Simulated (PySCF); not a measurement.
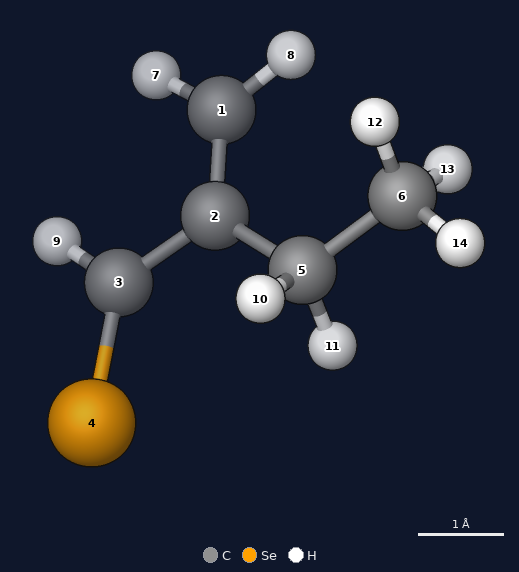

C₅H₈Se, before the relaxation. Style: ball-and-stick. Shown at a tilt.

The start comes from GFN2-xTB.

Method: PBE0-D3(BJ)/def2-SVP geometry optimisation, gas phase (PySCF 2.14.0, density-fitted response routines).

```xyz
14

C     0.5951    0.9664    1.1556
C     0.6655   -0.0375    0.2668
C     1.8978   -0.7638    0.1516
Se    2.2290   -2.1109   -0.9448
C    -0.4688   -0.4579   -0.6239
C    -1.7502    0.3480   -0.4785
H     1.4418    1.2244    1.7697
H    -0.2931    1.5548    1.2978
H     2.6993   -0.4403    0.8104
H    -0.1170   -0.4028   -1.6585
H    -0.6766   -1.5130   -0.4217
H    -1.5781    1.3956   -0.7158
H    -2.1436    0.2733    0.5330
H    -2.5017   -0.0368   -1.1639
```

Predict the outcome.

Answer. Se4 moves most after the best rigid fit: 0.067 Å. By element the largest moves are Se 0.067 Å, H 0.037 Å, C 0.026 Å. Near-neighbour distances that change, for instance: C2–C3 1.435 → 1.454 Å, C1–H8 1.075 → 1.092 Å, C1–H7 1.077 → 1.093 Å, C3–H9 1.087 → 1.099 Å. Among the angles between lasting bonds that change: H10–C5–H11 106.5° → 103.8°. Over 4 geometry steps the energy falls by 0.050 eV. The largest force component goes from 0.58 to 0.015 eV/Å.

History of the run:

```tsv
step	E − E(0), eV	largest force component, eV/Å
0	0.0000	0.5758
1	-0.0491	0.1158
2	-0.0489	0.0605
3	-0.0497	0.0262
4	-0.0498	0.0152
```

The structure at the end:

```xyz
14

C     0.6022    0.9559    1.1506
C     0.6628   -0.0524    0.2526
C     1.9223   -0.7721    0.1522
Se    2.2926   -2.1193   -0.9251
C    -0.4863   -0.4555   -0.6275
C    -1.7586    0.3554   -0.4765
H     1.4679    1.2089    1.7689
H    -0.3007    1.5529    1.2948
H     2.7083   -0.4154    0.8332
H    -0.1307   -0.4282   -1.6719
H    -0.6848   -1.5260   -0.4454
H    -1.5958    1.4195   -0.7097
H    -2.1669    0.2928    0.5446
H    -2.5329   -0.0169   -1.1629
```

The end point in the same view:

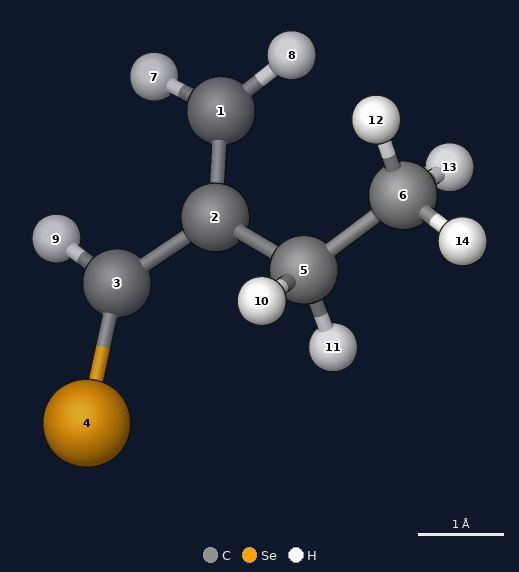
